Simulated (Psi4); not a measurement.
# InHCl (SMILES [Cl][InH]) at UHF/def2-TZVPP (core potential)

What is the vertical ionisation energy of InHCl at UHF/def2-TZVPP (core potential)? 

The calculation is run with Psi4 1.11.

1 further run of the same task is left out (set aside as unsound or not needed).

## Step 1: Starting point

InHCl: 3 atoms, total charge 0, spin state doublet. SMILES: `[Cl][InH]`. The shape is that of a PBE0-D4/def2-TZVP optimisation.

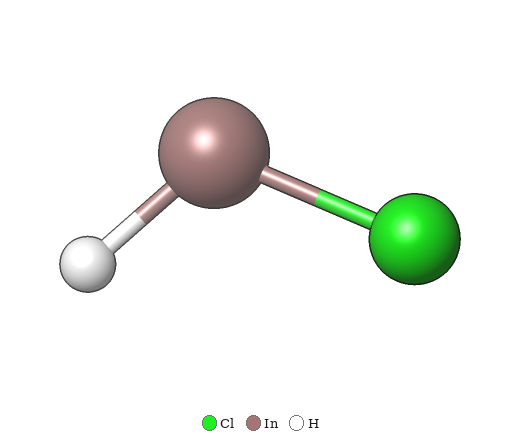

Viewed from a chosen angle; chlorine green, indium brown, hydrogen white.

## Step 2: The energy at UHF/def2-TZVPP (core potential)

Input file calc.dat:

```
memory 1600 MB

molecule {
  0 2
  Cl
  In 1 2.364842
  H 2 1.772795 1 115.25343
  symmetry c1
  no_reorient
  no_com
}

set basis def2-TZVPP
set reference uhf
set puream true
set e_convergence 1e-09
set d_convergence 1e-08
set scf_type pk
set maxiter 200

E, wfn = energy('hf', return_wfn=True)
oeprop(wfn, 'DIPOLE', 'MAYER_INDICES', 'QUADRUPOLE', title='HF')
```

Run with:

```bash
$ psi4 -n 1 calc.dat calc.out
```

calc.out:

```text
[...]
    !!!  WARNING: ECP capability is in beta. Please check occupations closely.  !!!
[...]
  Running in c1 symmetry.
[...]
  Nuclear repulsion =   88.717606027279459
[...]
  Multiplicity = 2
[...]
  Nalpha       = 20
  Nbeta        = 19
[...]
    Number of basis functions: 106
[...]
   @UHF iter   1:  -649.27674443049852   -1.20154e+00   3.58478e-03 DIIS/ADIIS
[...]
   @UHF iter  15:  -649.33744220173025   -6.70752e-12   5.33822e-09 DIIS
[...]
   @S^2 Observed:                7.682446008E-01
[...]
    Orbital Energies [Eh]
    ---------------------
    Alpha Occupied:
       1A   -104.792636     2A    -10.521134     3A     -7.989184
       4A     -7.986568     5A     -7.986551     6A     -5.414578
       7A     -3.672990     8A     -3.668306     9A     -3.664452
      10A     -1.084653    11A     -1.058774    12A     -1.057010
      13A     -1.053799    14A     -1.051174    15A     -1.013582
      16A     -0.564813    17A     -0.469797    18A     -0.438289
      19A     -0.437220    20A     -0.322308
    Alpha Virtual:
      21A      0.005470    22A      0.063174    23A      0.093513
      24A      0.131117    25A      0.161223    26A      0.178506
[...]
  @UHF Final Energy:  -649.33744220173025
   => Energetics <=
    Nuclear Repulsion Energy =             88.7176060272794587
    One-Electron Energy =               -1148.0761086654943028
    Two-Electron Energy =                 410.0210604364845040
    Total Energy =                       -649.3374422017302550
  UHF NO Occupations:
  HONO-2 :   18  A 1.9993552
  HONO-1 :   19  A 1.9921078
[...]
 Multipole Moments:
 ------------------------------------------------------------------------------------
     Multipole            Electronic (a.u.)      Nuclear  (a.u.)        Total (a.u.)
 ------------------------------------------------------------------------------------
 L = 1.  Multiply by 2.5417464519 to convert [e a0] to [Debye]
 Dipole X            :         -2.4446008            2.2406151           -0.2039857
 Dipole Y            :        -35.7288008           34.5207495           -1.2080513
 Dipole Z            :         -0.0000001            0.0000000           -0.0000001
 Magnitude           :                                                    1.2251523
 L = 2.  Multiply by 1.3450342976 to convert [e a0^2] to [Debye ang]
 Quadrupole XX       :        -38.2215921            9.0737880          -29.1478041
 Quadrupole XY       :          8.8809498           -8.1383928            0.7425570
[...]
```

Run time: 6 s. Hardware: 1 thread of Intel Xeon at 2.60GHz (Ice Lake), shared host; peak memory 0.44 GiB.

## Step 3: The singlet cation: energy and gradient at HF/def2-TZVPP (core potential)

Input file job.py:

```python
import psi4

psi4.set_memory('1600 MB')
psi4.set_num_threads(1)
psi4.set_output_file('output.dat', False)

molecule = psi4.geometry("""
1 1
Cl    -1.649800     0.396800    -0.867400
In     0.409500     0.542400     0.286100
H      1.229400    -1.003900     0.568100
symmetry c1
no_reorient
no_com
""")

psi4.set_options({
    'reference': 'rhf',
    'puream': True,
    'e_convergence': 1e-09,
    'd_convergence': 1e-08,
    'scf_type': 'pk',
})

energy_value, wavefunction = psi4.gradient("hf/def2-TZVPP", return_wfn=True)
print('gradient / Eh bohr^-1')
print(energy_value.np.round(6))
print(f'energy = {wavefunction.energy():.10f} Eh')
for k, v in sorted(psi4.core.scalar_variables().items()):
    print(f'{k:45s} {v:18.10f}')
```

Run with:

```bash
$ python job.py
```

output.dat:

```text
[...]
    !!!  WARNING: ECP capability is in beta. Please check occupations closely.  !!!
[...]
  Running in c1 symmetry.
[...]
  Nuclear repulsion =   88.717601164286506
[...]
  Multiplicity = 1
[...]
  Nalpha       = 19
  Nbeta        = 19
[...]
    Number of basis functions: 106
[...]
   @RHF iter   1:  -648.97728952600346   -9.15210e-01   3.36452e-03 ADIIS/DIIS
[...]
   @RHF iter  12:  -649.03738006828632   -1.08002e-11   7.77579e-09 DIIS
[...]
    Orbital Energies [Eh]
    ---------------------
    Doubly Occupied:
       1A   -105.018955     2A    -10.744738     3A     -8.211062
       4A     -8.209891     5A     -8.209886     6A     -5.692477
       7A     -3.951535     8A     -3.949900     9A     -3.942383
      10A     -1.343606    11A     -1.337026    12A     -1.336843
      13A     -1.328579    14A     -1.328196    15A     -1.235743
      16A     -0.766599    17A     -0.657992    18A     -0.643686
      19A     -0.640535
[...]
  @RHF Final Energy:  -649.03738006828632
   => Energetics <=
    Nuclear Repulsion Energy =             88.7176011642865063
    One-Electron Energy =               -1138.4107013631446534
    Two-Electron Energy =                 400.6557201305718650
    Total Energy =                       -649.0373800682864385
[...]
 Multipole Moments:
 ------------------------------------------------------------------------------------
     Multipole            Electronic (a.u.)      Nuclear  (a.u.)        Total (a.u.)
 ------------------------------------------------------------------------------------
 L = 1.  Multiply by 2.5417464519 to convert [e a0] to [Debye]
 Dipole X            :         35.9422769          -34.4264636            1.5158133
 Dipole Y            :        -30.7887882           32.3749770            1.5861888
 Dipole Z            :         16.4507781          -15.4383066            1.0124715
 Magnitude           :                                                    2.4163575
[...]
  -Total Gradient:
     Atom            X                  Y                   Z
    ------   -----------------  -----------------  -----------------
       1       -0.027310694740    -0.015335808548    -0.016778998550
       2        0.032218485946     0.039748044260     0.022187091695
       3       -0.004907791189    -0.024412235713    -0.005408093140
[...]
```

The script printed:

```text
gradient / Eh bohr^-1
[[-0.027311 -0.015336 -0.016779]
 [ 0.032218  0.039748  0.022187]
 [-0.004908 -0.024412 -0.005408]]
energy = -649.0373800683 Eh
CURRENT ENERGY                                   -649.0373800683
CURRENT REFERENCE ENERGY                         -649.0373800683
DD SOLVATION ENERGY                                 0.0000000000
HF KINETIC ENERGY                                 533.3224289025
HF POTENTIAL ENERGY                             -1182.3598089708
HF TOTAL ENERGY                                  -649.0373800683
HF VIRIAL RATIO                                     2.2169699696
NUCLEAR REPULSION ENERGY                           88.7176011643
ONE-ELECTRON ENERGY                             -1138.4107013631
PCM POLARIZATION ENERGY                             0.0000000000
PE ENERGY                                           0.0000000000
SCF ITERATION ENERGY                             -649.0373800683
SCF ITERATIONS                                     12.0000000000
SCF TOTAL ENERGY                                 -649.0373800683
TWO-ELECTRON ENERGY                               400.6557201306
```

Wall time 14 s (1 thread of Intel Xeon at 2.60GHz (Ice Lake), shared host); peak memory 0.44 GiB.

## Step 4: Results

Level: UHF/def2-TZVPP (core potential).

```
                                          quantity          value
                       doublet InHCl: total energy  -649.33744 Eh
                      doublet InHCl: dipole moment         3.11 D
 doublet InHCl: HOMO energy (highest over α and β)       -8.77 eV
  doublet InHCl: LUMO energy (lowest over α and β)       -0.08 eV
                               doublet InHCl: ⟨S²⟩          0.768
                      singlet cation: total energy  -649.03738 Eh
                       singlet cation: HOMO energy      -17.43 eV
                       singlet cation: LUMO energy       -7.54 eV
                     singlet cation: HOMO–LUMO gap        9.89 eV
          singlet cation: largest force on an atom     2.868 eV/Å
vertical ionisation energy (to the singlet cation)       8.165 eV
```

In words: The vertical ionisation energy comes to 8.17 eV (188 kcal/mol). Only the singlet of the ionised species was computed; a triplet could lie lower.
